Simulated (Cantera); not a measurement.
Charge: 1 mol AlI3, 0.3 mol O2, a varied amount of N2, equilibrated at 2173.15 K and 27.0 mbar.

Cantera equilibrium calculation (NASA polynomials, part measured and part estimated; ideal gas, pure solids and liquids). Candidate condensed phases: Al, AlI3, AlN, Al2O3, I2; 21 gas species. The numbers say what is thermodynamically allowed, not how fast it happens.

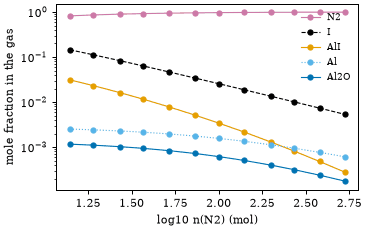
Figure. Equilibrium gas composition (values under 1e-9 drawn at 1e-9)

Task: Read off the mole fractions at 37 mol N2.

Result: N2 about 0.92, I about 0.063, AlI about 0.012, Al about 0.0021, Al2O about 0.00094.
